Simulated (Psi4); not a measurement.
# GeH3O (SMILES [OH][GeH2]): UMP2/cc-pVTZ

What is the energy change on altering one bond length of GeH3O at UMP2/cc-pVTZ? 

The results are computed with Psi4 1.11.

2 further runs of the same task are left out: 2 set aside as unsound or not needed.

## (1) The structure to begin with

The species is GeH3O (5 atoms), meant as a doublet with charge 0. As SMILES, `[OH][GeH2]`. The shape is that of a PBE0-D4/def2-TZVP optimisation. This is one conformer, not always the lowest.

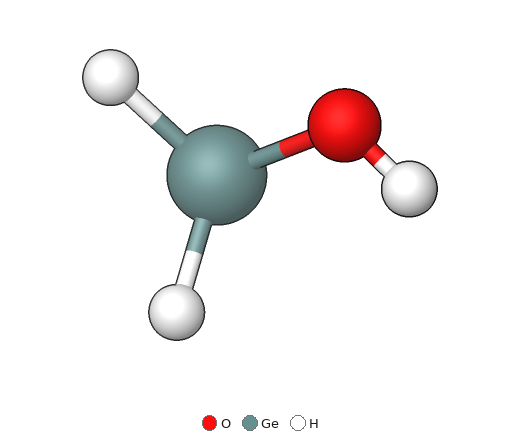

The structure, seen from a chosen angle (oxygen red, germanium teal, hydrogen white).

## (2) A single-point energy at UMP2/cc-pVTZ

run.py

```python
import psi4

psi4.set_memory(1600000000)
psi4.set_num_threads(1)
psi4.core.set_output_file('psi4.out', False)

mol = psi4.geometry("""
0 2
O      0.355500    -1.075800     0.460700
Ge    -0.520100     0.416100     0.017700
H      1.097400    -0.907600     1.046500
H     -1.396800    -0.014400    -1.180300
H      0.513900     1.508000    -0.385900
units angstrom
symmetry c1
no_reorient
no_com
""")

psi4.set_options({
    'reference': 'uhf',
    'puream': True,
    'e_convergence': 1e-09,
    'd_convergence': 1e-08,
    'scf_type': 'pk',
    'num_frozen_docc': 10,
    'mp2_type': 'conv',
    'maxiter': 200,
})

e_tot = psi4.energy('mp2/cc-pVTZ')
print(f'mp2/cc-pVTZ energy: {e_tot:.10f} Eh')
```

Run with:

```console
$ python run.py
```

psi4.out:

```text
[...]
  Running in c1 symmetry.
[...]
  Nuclear repulsion =  113.083763680620223
[...]
  Multiplicity = 2
[...]
  Nalpha       = 22
  Nbeta        = 21
[...]
    Number of basis functions: 115
[...]
   @UHF iter   1: -2151.04480930708360   -3.49581e+00   1.67466e-02 ADIIS/DIIS
[...]
   @UHF iter  15: -2152.02914090379136   -6.36646e-12   5.61759e-09 DIIS
[...]
   @S^2 Observed:                7.553669299E-01
[...]
    Orbital Energies [Eh]
    ---------------------
    Alpha Occupied:
       1A   -405.244952     2A    -52.150336     3A    -46.239161
       4A    -46.236689     5A    -46.236477     6A    -20.553362
       7A     -7.198639     8A     -5.177379     9A     -5.171027
      10A     -5.170182    11A     -1.652890    12A     -1.648582
      13A     -1.646700    14A     -1.644088    15A     -1.643751
      16A     -1.317337    17A     -0.745049    18A     -0.633956
      19A     -0.539342    20A     -0.519830    21A     -0.474466
      22A     -0.333923
    Alpha Virtual:
      23A      0.103812    24A      0.152963    25A      0.169020
[...]
  @UHF Final Energy: -2152.02914090379136
   => Energetics <=
    Nuclear Repulsion Energy =            113.0837636806202227
    One-Electron Energy =               -3226.3790925390312623
    Two-Electron Energy =                 961.2661879546196815
    Total Energy =                      -2152.0291409037918129
  UHF NO Occupations:
  HONO-2 :   20  A 1.9994373
  HONO-1 :   21  A 1.9983341
[...]
 Multipole Moments:
 ------------------------------------------------------------------------------------
     Multipole            Electronic (a.u.)      Nuclear  (a.u.)        Total (a.u.)
 ------------------------------------------------------------------------------------
 L = 1.  Multiply by 2.5417464519 to convert [e a0] to [Debye]
 Dipole X            :         25.8332437          -25.6713625            0.1618812
 Dipole Y            :         -9.4487706           10.0057219            0.5569513
 Dipole Z            :         -6.7948288            7.0530248            0.2581960
 Magnitude           :                                                    0.6348744
[...]
	SCS-MP2 Total Energy (a.u.)        : -2152.44817861570937
	SOS-MP2 Total Energy (a.u.)        : -2152.44327205384934
	SCSN-MP2 Total Energy (a.u.)       : -2152.22324850982022
[...]
	SOS-PI-MP2 Total Energy (a.u.)     : -2152.47512829616153
[...]
	MP2 Total Energy (a.u.)            : -2152.45799173942942
[...]
```

The script printed:

```text
mp2/cc-pVTZ energy: -2152.4579917394 Eh
```

It took 49 s on 1 thread of Intel Xeon Platinum 8488C (Sapphire Rapids), shared host; peak memory 1.3 GiB.

## (3) The distorted shape

calc.inp

```
memory 1600 mb

molecule molecule1 {
  0 2
  O
  Ge 1 1.78569
  H 1 1.2482 2 112.57468
  H 2 1.545683 1 103.75107 3 165.58826
  H 2 1.557015 4 111.78218 1 117.23472
  symmetry c1
  no_reorient
  no_com
}

set basis cc-pVTZ
set reference uhf
set puream true
set e_convergence 1e-09
set d_convergence 1e-08
set scf_type pk
set num_frozen_docc 10
set mp2_type conv
set maxiter 200

e_tot, wfn = energy('mp2', return_wfn=True)
print_variables()
```

Run with:

```console
$ psi4 -n 1 calc.inp calc.out
```

calc.out:

```text
[...]
  Running in c1 symmetry.
[...]
  Nuclear repulsion =  111.443550257502849
[...]
  Multiplicity = 2
[...]
  Nalpha       = 22
  Nbeta        = 21
[...]
    Number of basis functions: 115
[...]
   @UHF iter   1: -2150.94066547144575   -3.58235e+00   1.68957e-02 DIIS/ADIIS
[...]
   @UHF iter  19: -2151.97274997323393   -3.63798e-12   5.41512e-09 DIIS
[...]
   @S^2 Observed:                7.565066662E-01
[...]
    Orbital Energies [Eh]
    ---------------------
    Alpha Occupied:
       1A   -405.242261     2A    -52.147669     3A    -46.236478
       4A    -46.234009     5A    -46.233806     6A    -20.575329
       7A     -7.196027     8A     -5.174755     9A     -5.168384
      10A     -5.167580    11A     -1.650122    12A     -1.645997
      13A     -1.644115    14A     -1.641478    15A     -1.641133
      16A     -1.270073    17A     -0.720942    18A     -0.580128
      19A     -0.534696    20A     -0.514572    21A     -0.467433
      22A     -0.331183
    Alpha Virtual:
      23A      0.087432    24A      0.152962    25A      0.156164
[...]
  @UHF Final Energy: -2151.97274997323393
   => Energetics <=
    Nuclear Repulsion Energy =            111.4435502575028494
    One-Electron Energy =               -3223.3149964349317997
    Two-Electron Energy =                 959.8986962041950619
    Total Energy =                      -2151.9727499732339311
  UHF NO Occupations:
  HONO-2 :   20  A 1.9992446
  HONO-1 :   21  A 1.9981861
[...]
 Multipole Moments:
 ------------------------------------------------------------------------------------
     Multipole            Electronic (a.u.)      Nuclear  (a.u.)        Total (a.u.)
 ------------------------------------------------------------------------------------
 L = 1.  Multiply by 2.5417464519 to convert [e a0] to [Debye]
 Dipole X            :          1.4958970           -1.4522986            0.0435983
 Dipole Y            :         -0.0856012            0.7203992            0.6347980
 Dipole Z            :          3.6813445           -3.4276516            0.2536930
 Magnitude           :                                                    0.6850033
[...]
	SCS-MP2 Total Energy (a.u.)        : -2152.40405210236077
	SOS-MP2 Total Energy (a.u.)        : -2152.36638904046458
	SCSN-MP2 Total Energy (a.u.)       : -2152.17161094004496
[...]
	SOS-PI-MP2 Total Energy (a.u.)     : -2152.43199555166984
[...]
	MP2 Total Energy (a.u.)            : -2152.41377171494742
[...]
```

Wall time 65 s (1 thread of Intel Xeon Platinum 8488C (Sapphire Rapids), shared host); peak memory 1.3 GiB.

## (4) Outcome

At UMP2/cc-pVTZ, 10 core orbitals frozen:

| quantity | value |
| --- | --- |
| first shape: total energy | -2152.45799 Eh |
| first shape: HOMO energy (Hartree–Fock orbitals) (highest over α and β) | -9.09 eV |
| first shape: LUMO energy (Hartree–Fock orbitals) (lowest over α and β) | 1.02 eV |
| first shape: correlation energy (10 core orbitals frozen) | -428.9 mEh |
| first shape: ⟨S²⟩ of the reference determinant | 0.755 |
| distorted shape: total energy | -2152.41377 Eh |
| distorted shape: HOMO energy (Hartree–Fock orbitals) (highest over α and β) | -9.01 eV |
| distorted shape: LUMO energy (Hartree–Fock orbitals) (lowest over α and β) | 1.09 eV |
| distorted shape: correlation energy (10 core orbitals frozen) | -441.0 mEh |
| distorted shape: ⟨S²⟩ of the reference determinant | 0.757 |
| energy change with the O1–H3 bond stretched from 0.960 to 1.248 Å | 1.203 eV |

In words: With the O1–H3 bond stretched from 0.960 to 1.248 Å the energy rises by 1.20 eV (116 kJ/mol). The first shape isn't relaxed at this level, so the change isn't measured from a minimum.
